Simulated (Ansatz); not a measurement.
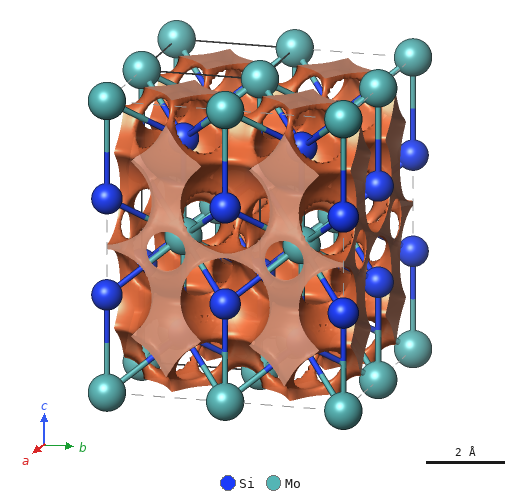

The orange surface encloses the points that the centre of a probe sphere of radius 0.10 Å can occupy in Si2Mo (I4/mmm, No. 139), computed on a grid of about 0.13 Å (2×2×1 cells shown, view slightly off an axis; pale faces close the region where the box cuts it).

Atoms are hard spheres with covalent radii (Cordero): Si 1.11 Å, Mo 1.54 Å.

Origin of the cell: coordinates from a relaxation with Ansatz 0.2.0, DFT PBEsol, scalar-relativistic, plane waves, PAW.

```yaml
crystal:
  lattice:
    - [3.19024, 0.00000, 0.00000]
    - [0.00000, 3.19024, 0.00000]
    - [0.00000, 0.00000, 7.82098]
  atoms:
    - { symbol: Si, position: [0.00000, 0.00000, 0.33509] }
    - { symbol: Si, position: [0.50000, 0.50000, 0.16491] }
    - { symbol: Mo, position: [0.00000, 0.00000, 0.00000] }
    - { symbol: Si, position: [0.50000, 0.50000, 0.83509] }
    - { symbol: Si, position: [0.00000, 0.00000, 0.66491] }
    - { symbol: Mo, position: [0.50000, 0.50000, 0.50000] }
```

> Do these regions connect?

Where they connect, they form a three-dimensional network.

> What share of the cell can the probe's centre reach?

About 20 % of the volume (16 Å³ of 79.6 Å³).

> Give the largest included and the largest free sphere.

The largest sphere that fits anywhere has a diameter of 1.24 Å; the largest that can travel through the crystal, about 0.5 Å.

> How does the connectivity change as the probe shrinks?

Below a radius of about 0.27 Å the space forms a two-dimensional network in layers parallel to (001). Below a radius of about 0.21 Å the space forms a three-dimensional network. These are grid estimates, good to about 0.05 Å.
